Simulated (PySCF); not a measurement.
System: C4H9Si (SMILES C[SiH-]C1CC1) (charge −1).

Input

```
{"job": {"kind": "nmr", "xc": "PBE0", "basis": "pcSseg-1", "pop": true}, "charge": -1, "multiplicity": 1}
C      2.287367     0.624849    -0.333256
Si     1.116487    -0.886898    -0.351102
C     -0.613015    -0.132748    -0.593572
C     -0.993599     0.435247    -1.923687
C     -0.892294     1.334272    -0.730050
H      2.303893     1.122278    -1.305831
H      2.047878     1.385063     0.419908
H      3.307151     0.287790    -0.135142
H      1.048547    -1.184153     1.112294
H     -1.406826    -0.707967    -0.114382
H     -1.980800     0.251418    -2.341493
H     -0.223816     0.512740    -2.682162
H     -0.060426     2.025325    -0.685932
H     -1.811941     1.759043    -0.331262
```

Command:

```sh
OMP_NUM_THREADS=1 python probes_run.py task.json out
```

Geometry: GFN2-xTB, dihedral held.

Computed with PBE0/pcSseg-1, SCF density, gas phase, non-relativistic (PySCF).

Question: What can the converged electron density and electron localisation function tell about the bonding?

Answer: C–C (1.50 Å): ρ is about 1.6 e/Å³ halfway; the ELF peaks at about 0.85 between the atoms; a shared electron pair.
C–Si (1.90 Å): ρ at the midpoint is about 0.87 e/Å³; the ELF peaks at about 0.95 between the atoms (localised, covalent bonding).
C–H (1.08 Å): ρ at the midpoint is about 2 e/Å³; the ELF climbs to about 1 towards the hydrogen, as it does in any bond to H; an ordinary covalent bond to hydrogen.

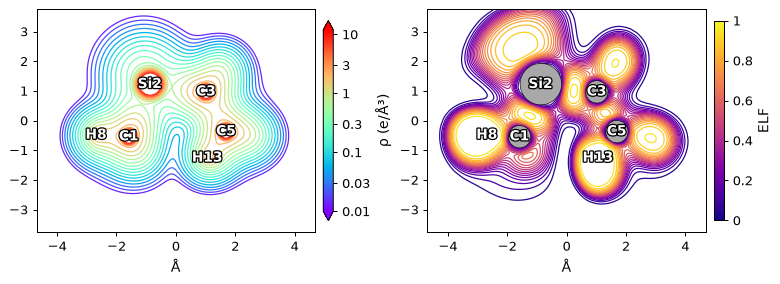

Computed electron density and electron localisation function on the plane of atoms C3, C5 and H13, in this order. Grey discs cover the atomic cores in the ELF map. 
